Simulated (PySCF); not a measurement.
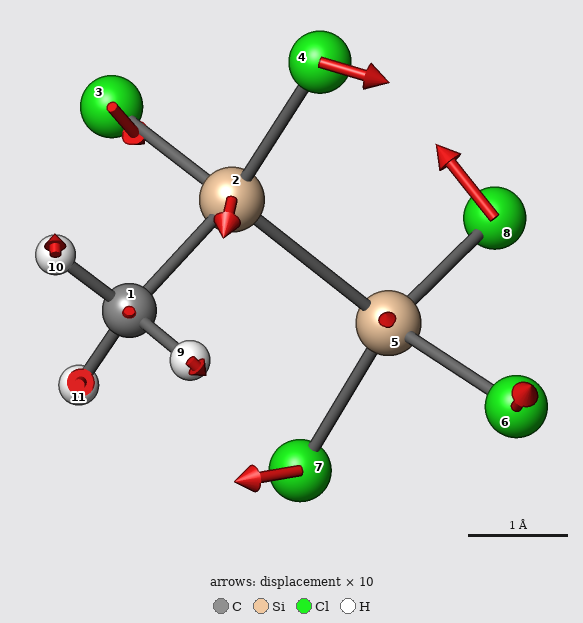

A relaxation of CH3Cl5Si2. The starting structure is drawn; red arrows show the displacements, 10 times their true length. The two geometries are superimposed by the best rigid fit.

A ball-and-stick model, seen from a free direction.

The start comes from GFN2-xTB.

Theory: PBE0-D3(BJ)/def2-SVP geometry optimisation, gas phase (PySCF). 

### Describe the change and its energy.

The largest move after the best rigid fit is that of Cl8, 0.098 Å. By element the largest moves are Cl 0.098 Å, Si 0.054 Å, H 0.053 Å, C 0.011 Å. Near-neighbour distances that change, for instance: C1–Si2 1.904 → 1.854 Å, Si2–Cl3 2.024 → 2.062 Å, Si5–Cl6 2.026 → 2.056 Å, Si5–Cl8 2.023 → 2.048 Å. Bond angles that change, for instance: Cl3–Si2–Si5 110.5° → 107.1°, Cl4–Si2–Si5 110.5° → 107.9°, Si2–Si5–Cl7 110.1° → 107.7°. The energy falls by 0.128 eV in 4 geometry steps. Largest force component: 1.5 eV/Å at the start, 0.013 eV/Å at the end.
